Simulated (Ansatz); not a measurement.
```xyz
4

F     0.6475   -0.0765   -2.4249
O    -0.9705    0.2282    1.8736
C    -0.1917    0.0042    1.0036
S     0.5149   -0.1559   -0.4521
```

All numbers below come from RKS PBE0-D4/6-31G* in Ansatz.

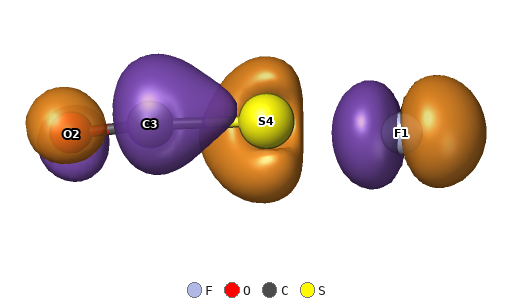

CFOS (charge −1). The HOMO at ±0.15 Å⁻³ᐟ² (orange and purple are the two phases), seen from one side.

**What is the character of this orbital?**

By Hirshfeld shares it lies mainly on F1 (about 50 %), S4 (about 25 %), C3 (about 15 %) and O2 (about 10 %); it is symmetric in the molecular plane (an in-plane orbital: σ, lone-pair or in-plane π type); largely a combination of lone pairs on F1, S4 and O2. Its energy is −0.62 eV.
